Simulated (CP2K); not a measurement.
Succinimide has these distinct C atoms: C2 (bonded to C, N and O) and C3 (bonded to 2 C and 2 H).

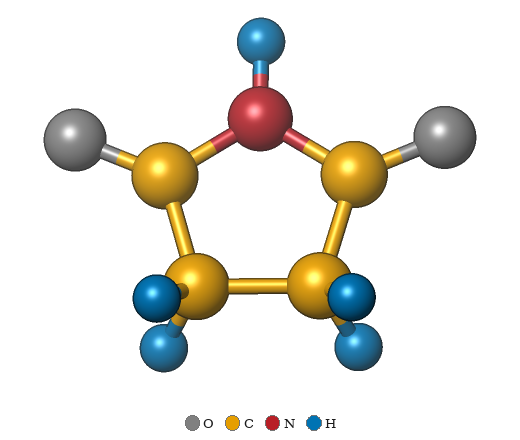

The molecule (oxygen grey, carbon orange, nitrogen red, hydrogen blue).

```xyz
12

O     2.4043    0.4323    0.6959
C     1.2405    0.2675    0.3737
C     0.5653   -0.9973   -0.1508
C    -0.9023   -0.6095   -0.3905
C    -1.0047    0.8626    0.0061
O    -1.9794    1.5940   -0.0210
N     0.2625    1.2591    0.4283
H     0.6949   -1.7929    0.5939
H     1.0900   -1.3244   -1.0577
H    -1.6140   -1.1840    0.2159
H    -1.2203   -0.7138   -1.4358
H     0.4632    2.2064    0.7420
```

Their partial C K spectra (CP2K XAS_TDP, all-electron GAPW, PBEh(45%), aug-cc-pVDZ, TDA, GW2X-corrected core level, no relativity) are given in random order, each times the number of alike atoms.

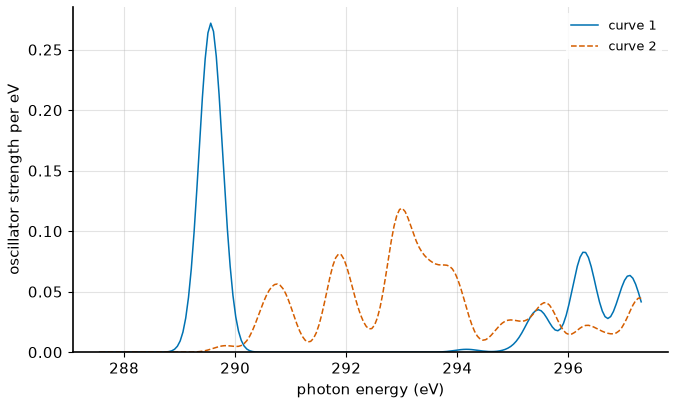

Gaussian full width 0.5 eV, oscillator strength per eV, alike atoms added, rows of zeros left out.

Question: Which curve belongs to which atom?

Curve 1: C2 (bonded to C, N and O), leading line at 289.56 eV (f = 0.072 an atom), ionisation energy 296.20 eV, term value 6.64 eV. Curve 2: C3 (bonded to 2 C and 2 H), leading line at 290.57 eV (f = 0.009 an atom), ionisation energy 293.10 eV, term value 2.53 eV. The leading line of an atom is its first one with 35 % of the strongest within 2.5 eV of its lowest line over the strength cut. A line lies at the core ionisation energy, which rises as an atom loses charge to its neighbours or to a π system, less the term value, which is large for a low π* or σ* orbital with weight on that atom.

[Banner, clock and machine lines of the logs are left out without a mark of their own.]

[Logs are printed without paths, hosts, clocks, repeated set-up lines and the standing remarks that a program may print on its own settings, such as how far it seeks lower states.]

[Hosts, paths, dates, database ids (printed as entryN), source tags and the programs' standing remarks are cut or masked in the printed files.]
